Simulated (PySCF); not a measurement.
BCl$_{4}$, charge −1, SMILES `Cl[B-](Cl)(Cl)Cl`.

Computed with PySCF, B3LYP/def2-TZVP, geometry: GFN2-xTB. No frequency check shows the geometry to be a minimum. GFN2-xTB bond lengths at metals and heavier atoms can be off by up to 0.1 Å and shapes distorted, which carries into these values. The basis has no diffuse functions, which an anion needs.

Geometry (Å), atoms numbered from 1:

```
Cl1      1.0680    0.8924    1.2175
B2      -0.0001   -0.0002    0.0001
Cl3      1.0680   -0.8923   -1.2175
Cl4     -1.0680    1.2179   -0.8921
Cl5     -1.0680   -1.2179    0.8921
```

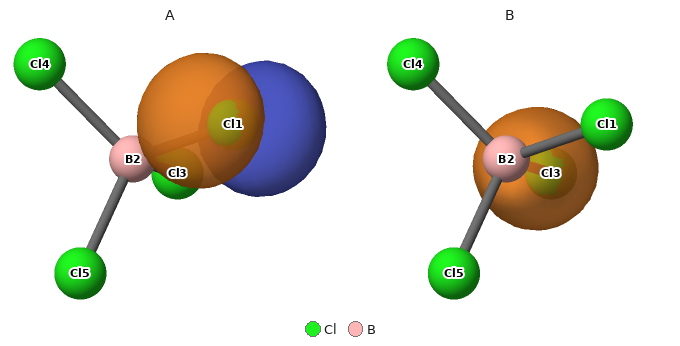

Intrinsic bond orbitals (IBO), occupied; each surface holds about 70 % of the orbital's density. Energies are diagonal elements of the Fock matrix.

### What does each orbital represent in a Lewis picture?

By panel:
- A: lone pair on Cl1 (p-type) (Cl1 97 %; −4.1 eV)
- B: σ bond Cl3–B2 (Cl3 68 %, B2 32 %; −11.5 eV)

### How do all the valence pairs divide up?

16 pairs: 12 lone pairs and 4 σ bonds.
